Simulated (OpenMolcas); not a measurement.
# One shape, several levels: Si2NH5F (SMILES N[Si](F)[SiH3])

Aim: a comparison of 6 runs (UHF/STO-3G, UHF/3-21G, UB3LYP/6-31G*, UBLYP/def2-SVP, UM06-2X/def2-SVP, ROMP2/def2-SVP) of Si2NH5F. 

The results are computed with OpenMolcas 26.06.

**1. The structure to begin with**

Si2NH5F: 9 atoms, total charge 0, spin state doublet. As SMILES, `N[Si](F)[SiH3]`. The coordinates come from a PBE0-D4/def2-TZVP relaxation. This is one conformer, not always the lowest.

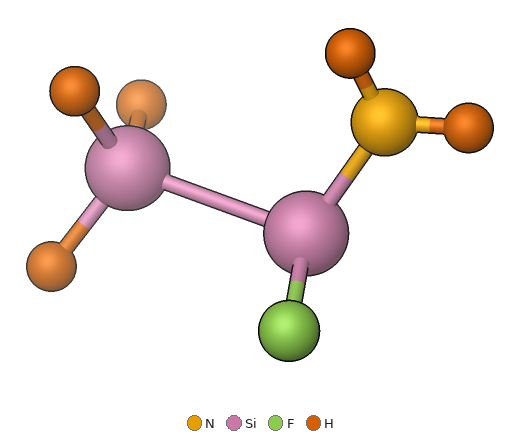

The structure, seen from a chosen angle (nitrogen amber, silicon pink, fluorine green, hydrogen orange).

**2. Energy and forces at UHF/STO-3G (run 1)**

The input, job.inp:

```
* FH5NSi2 Hartree-Fock
&GATEWAY
BasLib=$CurrDir
Coord
9
angstrom
N       -0.977000       1.372900      -0.683600
Si      -0.847900      -0.322400      -0.578100
F       -0.495500      -1.010700      -1.997200
Si       0.823900      -0.883000       0.969100
H       -1.742300       1.833700      -1.147400
H       -0.198200       1.993200      -0.528800
H        1.132000      -2.331800       0.856500
H        2.078500      -0.103500       0.756900
H        0.315000      -0.594800       2.335600
Basis=STO-3G
Group=NoSym
&SEWARD
&SCF
UHF
Spin=2
Thresholds=1e-10 1e-07 1e-07 1e-05
PrOrbitals=1 1
&ALASKA
```

The basis set STO-3G is read from a file made from the Basis Set Exchange's data (not shown).

The run is started by

```bash
$ export MOLCAS_MEM=1860
$ pymolcas job.inp > job.log
```

The program printed:

```text
--- Start Module: gateway ---
[...]
--- Stop Module: gateway /rc=_RC_ALL_IS_WELL_ ---
[...]
      Basis functions           33
[...]
--- Start Module: scf ---
[...]
       Convergence after  15 Iterations
[...]
::    Total SCF energy                               -725.8801352398
[...]
      Total spin, S                                     0.5015525271
[...]
      Total electronic charge=   49.000000
      Total            charge=   -0.000000
[...]
      Dipole Moment (debye):
      Origin of the operator (angstrom)=   -0.2359   -0.3500   -0.3648
                   X= -7.6208E-01               Y=  5.6842E-01               Z=  3.9023E-01           Total=  1.0277E+00
      Quadrupole Moment (debye*angstrom):
[...]
--- Stop Module: scf /rc=_RC_ALL_IS_WELL_ ---
[...]
--- Start Module: alaska ---
[...]
 *              Molecular gradients               *
 **************************************************
  Irreducible representation: a
 ------------------------------------------------------------------------------------------
                              X                       Y                       Z
 ------------------------------------------------------------------------------------------
  N1               -3.87824271123538E-03    5.25328918200785E-03    9.41748977048018E-05
  SI2              -1.05034461173510E-02    1.90147933483855E-02   -3.56750766323088E-02
  F3               -3.97337853189517E-03   -3.52065123480827E-03    1.10005702527545E-02
  SI4              -7.11274244658000E-06   -3.10387448604743E-03    1.45297386254306E-03
  H5                3.43436267911201E-03   -5.41502559506180E-03    4.88733569882771E-03
  H6               -3.79414287570068E-03   -7.56617975429608E-03    9.99915412328689E-04
  H7                4.84816492202289E-03   -3.15228714587930E-02   -5.04693183112059E-03
  H8                2.78154734537113E-02    1.88739205646020E-02   -6.31477343884729E-03
[...]
--- Stop Module: alaska /rc=_RC_ALL_IS_WELL_ ---
[...]
```

Wall time 4.8 s (1 thread of AMD EPYC 7R43 (Zen 3), shared host); peak memory 0.37 GiB.

**3. Energy and gradient at UHF/3-21G (run 2)**

The input, test.inp:

```
* FH5NSi2 Hartree-Fock
&GATEWAY
BasLib
$CurrDir
Coord
9
bohr
N     -1.84626242     2.59440500    -1.29181678
Si    -1.60229878    -0.60924770    -1.09245067
F     -0.93635929    -1.90994619    -3.77416102
Si     1.55694535    -1.66862817     1.83133359
H     -3.29246983     3.46519079    -2.16827176
H     -0.37454372     3.76660211    -0.99928717
H      2.13916997    -4.40646338     1.61855043
H      3.92779575    -0.19558665     1.43033370
H      0.59526373    -1.12400910     4.41364434
Basis
3-21G
Group
NoSym
&SEWARD
&SCF
UHF
Spin
2
Thresholds
1e-10 1e-07 1e-07 1e-05
PrOrbitals
1 1
&ALASKA
```

The basis set 3-21G is read from a file made from the Basis Set Exchange's data (not shown).

The run is started by

```bash
$ export MOLCAS_MEM=1860
$ pymolcas test.inp > test.log
```

The program printed:

```text
--- Start Module: gateway ---
[...]
--- Stop Module: gateway /rc=_RC_ALL_IS_WELL_ ---
[...]
      Basis functions           54
[...]
--- Start Module: scf ---
[...]
       Convergence after  16 Iterations
[...]
::    Total SCF energy                               -730.7859183667
[...]
      Total spin, S                                     0.5016789588
[...]
      Total electronic charge=   49.000000
      Total            charge=   -0.000000
[...]
      Dipole Moment (debye):
      Origin of the operator (angstrom)=   -0.2359   -0.3500   -0.3648
                   X= -6.7849E-01               Y=  1.9703E+00               Z=  8.8229E-01           Total=  2.2630E+00
      Quadrupole Moment (debye*angstrom):
[...]
--- Stop Module: scf /rc=_RC_ALL_IS_WELL_ ---
[...]
--- Start Module: alaska ---
[...]
 *              Molecular gradients               *
 **************************************************
  Irreducible representation: a
 ------------------------------------------------------------------------------------------
                              X                       Y                       Z
 ------------------------------------------------------------------------------------------
  N1               -1.72510465035280E-03   -2.23278164939380E-02    7.35256264121897E-03
  SI2               7.22253469741574E-03    8.29277610752688E-03   -2.01758431426979E-02
  F3               -4.60114454760974E-03    8.87990238856062E-03    2.14804455637143E-02
  SI4              -3.58253561373356E-03    1.73389703785087E-03   -3.59717597096854E-03
  H5               -2.50096350249640E-03    1.79480221927486E-03   -4.58847620330127E-03
  H6                4.61354481104426E-03    1.97136653981422E-03   -7.05152534207221E-05
  H7               -5.93815295041322E-05    3.09427894328973E-04   -5.31506978645020E-04
  H8                5.28229448439443E-04   -3.91154215120704E-04   -1.07618304446278E-05
[...]
--- Stop Module: alaska /rc=_RC_ALL_IS_WELL_ ---
[...]
```

Wall time 6.3 s (1 thread of AMD EPYC 7R43 (Zen 3), shared host); peak memory 0.39 GiB.

Runs 3 to 5 aren't shown in full; the table further down has their settings and results.

**4. The energy at ROMP2/def2-SVP (run 6)**

The input, coord.xyz:

```xyz
9

N     -0.977000     1.372900    -0.683600
Si    -0.847900    -0.322400    -0.578100
F     -0.495500    -1.010700    -1.997200
Si     0.823900    -0.883000     0.969100
H     -1.742300     1.833700    -1.147400
H     -0.198200     1.993200    -0.528800
H      1.132000    -2.331800     0.856500
H      2.078500    -0.103500     0.756900
H      0.315000    -0.594800     2.335600
```

The input, mol.input:

```
* FH5NSi2 ROMP2

&GATEWAY
 BasLib=$CurrDir
 Coord=coord.xyz
 Basis=def2-SVP
 Group=NoSym

&SEWARD

&SCF
 UHF
 Spin=2
 Thresholds=1e-10 1e-07 1e-07 1e-05
 PrOrbitals=0

&RASSCF
 FileOrb=$Project.UnaOrb
 Spin=2
 Nactel=1 0 0
 Inactive=24
 Ras2=1
 OutOrbitals=Canonical
 OrbListing=Nothing

&CASPT2
 IPEA=0.0
 Frozen=12
```

The basis set def2-SVP is read from a file made from the Basis Set Exchange's data (not shown).

The run is started by

```bash
$ export MOLCAS_MEM=1860
$ pymolcas mol.input > mol.log
```

The program printed:

```text
--- Start Module: gateway ---
[...]
--- Stop Module: gateway /rc=_RC_ALL_IS_WELL_ ---
[...]
      Basis functions           89
[...]
       Convergence after  15 Iterations
[...]
::    Total SCF energy                               -734.3982599944
[...]
      Total spin, S                                     0.5028435919
[...]
--- Start Module: rasscf ---
[...]
      Number of active orbitals                  1
[...]
      Spin quantum number                      0.5
[...]
      Active orbitals                            1
[...]
      Number of CSFs                             1
[...]
      Number of root(s) required                 1
[...]
      Convergence after  7 iterations
[...]
      printout of CI-coefficients larger than  0.05 for root  1
      energy=    -734.396736
      conf/sym  1     Coeff  Weight
             1  u   1.00000 1.00000
      Natural orbitals and occupation numbers for root  1
      sym 1:   1.000000
      ************************************************************************************************************************
      *                                                    Final results                                                     *
[...]
::    RASSCF root number  1 Total energy:   -734.39673553
[...]
      Total electronic charge=   49.000000
      Total            charge=   -0.000000
[...]
      Dipole Moment (debye):
      Origin of the operator (angstrom)=   -0.2359   -0.3500   -0.3648
                   X= -4.4471E-01               Y=  1.9738E+00               Z=  7.7923E-01           Total=  2.1682E+00
      Quadrupole Moment (debye*angstrom):
[...]
--- Stop Module: rasscf /rc=_RC_ALL_IS_WELL_ ---
[...]
--- Start Module: caspt2 ---
[...]
 ###    WARNING: User changed nr of frozen orbitals.                         ###
 ###############################################################################
[...]
      E2 (Variational):          -0.5379648943
      Total energy:            -734.9347004241
[...]
      Reference weight:           0.85401
[...]
::    CASPT2 Root  1     Total energy:   -734.93470042
[...]
--- Stop Module: caspt2 /rc=_RC_ALL_IS_WELL_ ---
[...]
```

It took 21 s on 1 thread of AMD EPYC 7R43 (Zen 3), shared host; peak memory 0.49 GiB.

**5. Overview of the runs**

| run | level | integration grid | task | energy (Eh) | dipole moment (D) | HOMO energy (eV) | LUMO energy (eV) | wall time |
| --- | --- | --- | --- | --- | --- | --- | --- | --- |
| 1 | UHF/STO-3G | – | gradient | -725.880135 | 1.03 | -5.52 | 6.13 | 4.8 s |
| 2 | UHF/3-21G | – | gradient | -730.785918 | 2.26 | -8.46 | 1.33 | 6.3 s |
| 3 | UB3LYP/6-31G* (spherical functions) | UltraFine | gradient | -736.610528 | 2.10 | -5.33 | -2.39 | 62 s |
| 4 | UBLYP/def2-SVP | UltraFine | gradient | -736.262660 | 2.09 | -4.29 | -2.96 | 74 s |
| 5 | UM06-2X/def2-SVP | UltraFine | energy | -736.209713 | 2.11 | -6.63 | -1.50 | 64 s |
| 6 | ROMP2/def2-SVP | – | energy | -734.934700 | – | – | – | 21 s |

**6. What came out**

| quantity | value |
| --- | --- |
| run 6: total energy | -734.93470 Eh |

**Reading.** Over runs 1, 2, 3, 4, 5 the dipole moment (its size) runs from 1.03 D (UHF/STO-3G) to 2.26 D (UHF/3-21G). Totals of different functionals can't be ranked against each other. In run 1 the basis is minimal, so the values are rough. All runs together took 3.9 min, the longest 74 s.
